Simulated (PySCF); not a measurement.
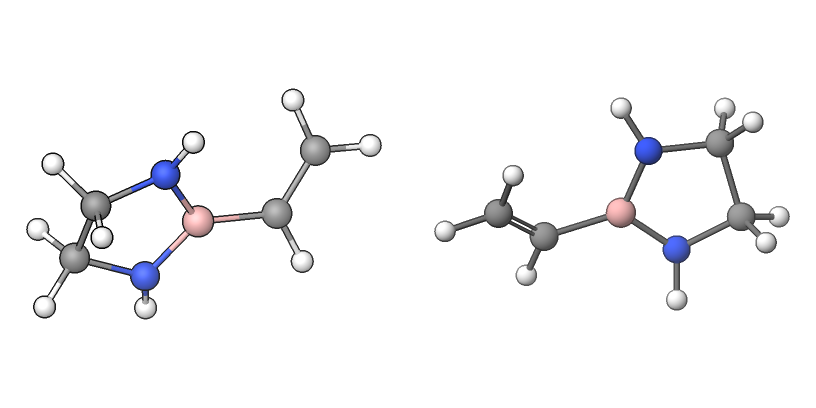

Both panels show the same species. Colours: carbon grey, boron pink, nitrogen blue, hydrogen white.

The computed structure is the end point of a PBE0-D3(BJ)/def2-SVP optimisation. No frequency run is at hand to confirm it as a minimum.

Describe the molecule.

It has 16 atoms: 4 carbon, 9 hydrogen, 1 boron and 2 nitrogen (C₄H₉BN₂). Its SMILES string is `C=CB1NCCN1`. Independent rings (smallest set): 1 of 5 members. Among its groups: alkene. Coordination, clear cases only: 2 C trigonal planar; 1 B trigonal planar; 2 C tetrahedral.

More results for the same structure follow; atom numbers are the same in all pictures, views and colours differ.

**Geometry**

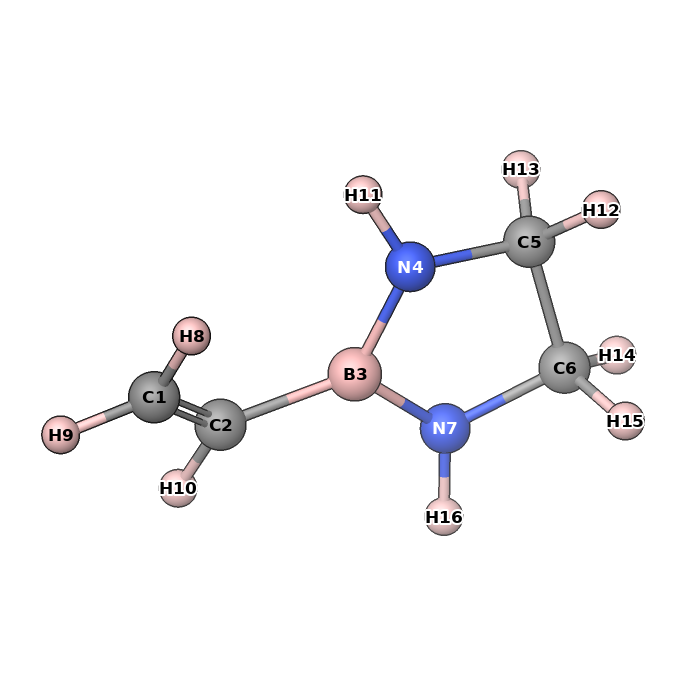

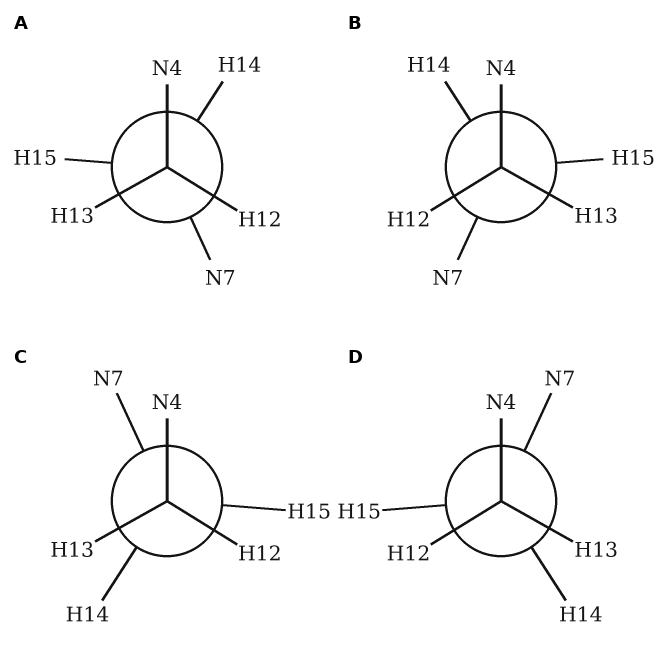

Atoms fade into the background with distance from the viewer. Bonds that would overlap in a projection are set slightly apart. No frequency run is at hand to confirm it as a minimum.

Which Newman projection shows the view along C5–C6, with C5 in front?

D. The torsion angle N4–C5–C6–N7 is 25°, synperiplanar.

**NMR shielding**

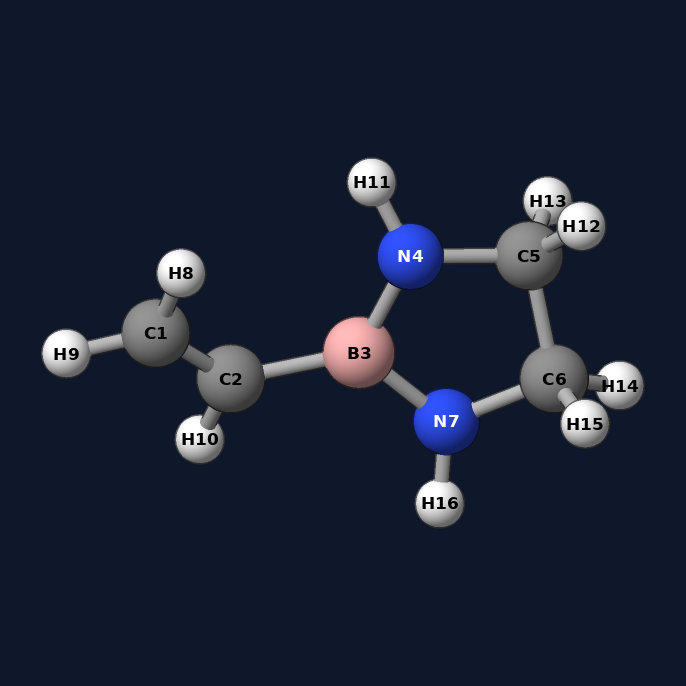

No frequency run is at hand to confirm it as a minimum. Properties computed with GIAO PBE0/pcSseg-1 NMR shielding, non-relativistic, gas phase (PySCF 2.14.0). Principal shieldings σ11 ≤ σ22 ≤ σ33, span Ω = σ33 − σ11, skew κ = 3(σiso − σ22)/Ω.

Give the shielding tensors of the B atoms.

```
atom   σ11   σ22    σ33  σiso     Ω     κ
  B3  52.7  60.9  100.0  71.2  47.3  0.65
```

Shieldings and span in ppm.

**Charges**

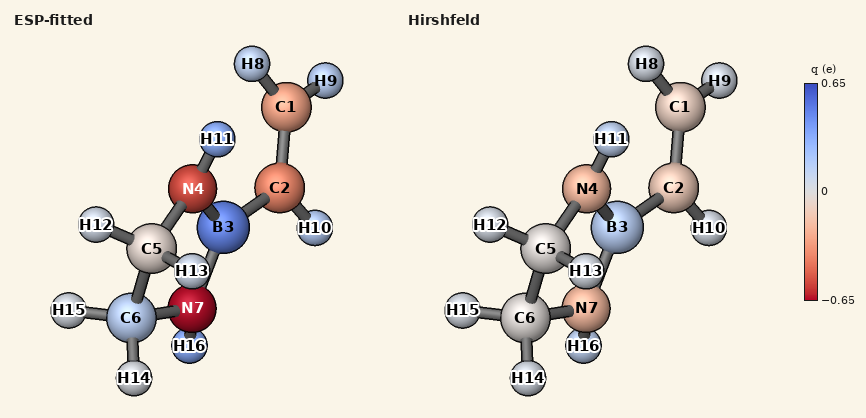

Atomic charges of one calculation by 2 schemes, on one colour scale. No frequency run is at hand to confirm it as a minimum. Method: PBE0/pcSseg-1 (PySCF 2.14.0).

Which scheme gives the most polar picture (largest mean size of the charges)?

The ESP-fitted charges are the largest in size here.

On which atom do the schemes disagree most?

On N7 (from −0.64 to −0.20 e).

List the charges (e), one line for each set of equivalent atoms.

```json
{"atom": "C1", "ESP-fitted": "−0.28", "Hirshfeld": "−0.09"}
{"atom": "C2", "ESP-fitted": "−0.37", "Hirshfeld": "−0.12"}
{"atom": "B3", "ESP-fitted": "0.47", "Hirshfeld": "0.15"}
{"atom": "N4", "ESP-fitted": "−0.53", "Hirshfeld": "−0.20"}
{"atom": "C5", "ESP-fitted": "−0.04", "Hirshfeld": "−0.02"}
{"atom": "C6", "ESP-fitted": "0.14", "Hirshfeld": "−0.02"}
{"atom": "N7", "ESP-fitted": "−0.64", "Hirshfeld": "−0.20"}
{"atom": "H8", "ESP-fitted": "0.12", "Hirshfeld": "0.04"}
{"atom": "H9", "ESP-fitted": "0.15", "Hirshfeld": "0.04"}
{"atom": "H10", "ESP-fitted": "0.16", "Hirshfeld": "0.04"}
{"atom": "H11", "ESP-fitted": "0.31", "Hirshfeld": "0.12"}
{"atom": "H12", "ESP-fitted": "0.05", "Hirshfeld": "0.04"}
{"atom": "H13", "ESP-fitted": "0.07", "Hirshfeld": "0.03"}
{"atom": "H14", "ESP-fitted": "0.02", "Hirshfeld": "0.04"}
{"atom": "H15", "ESP-fitted": "0.03", "Hirshfeld": "0.03"}
{"atom": "H16", "ESP-fitted": "0.33", "Hirshfeld": "0.12"}
```

**Spin–spin coupling**

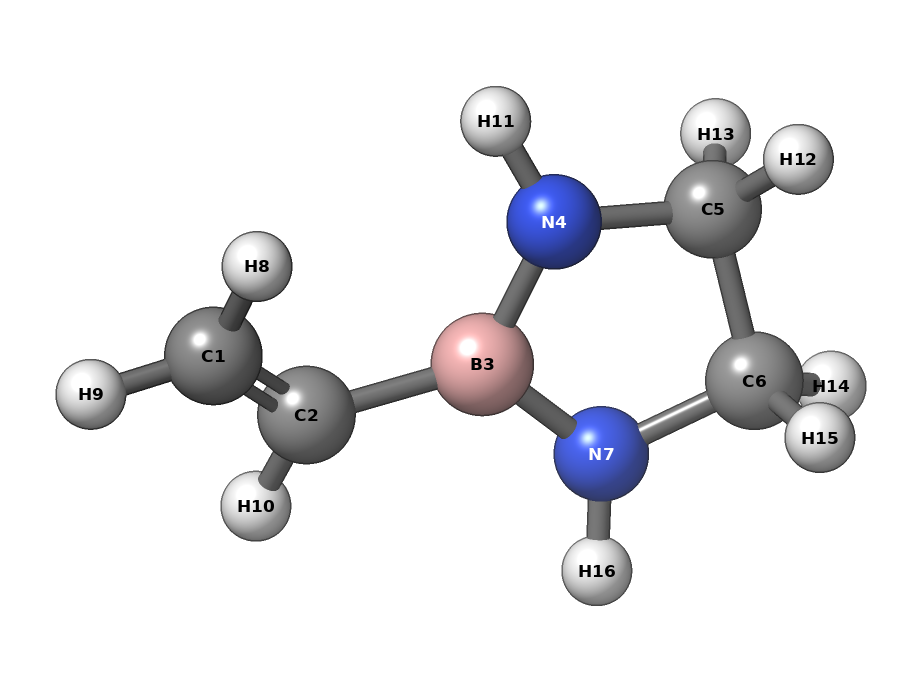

No frequency run is at hand to confirm it as a minimum. Properties computed with B3LYP/pcJ-1 indirect spin-spin coupling, non-relativistic, gas phase (PySCF 2.14.0). Isotopes: 11B, 13C, 1H, 15N.

Give the spin–spin coupling constants of these pairs, with the number of bonds between them: C6/N7, B3/H9, N4/H10, N7/H10.

```tsv
pair	bonds apart	J (Hz)
C6, N7	1	−8.7
B3, H9	3	10.9
N4, H10	3	−2.5
N7, H10	3	−0.6
```
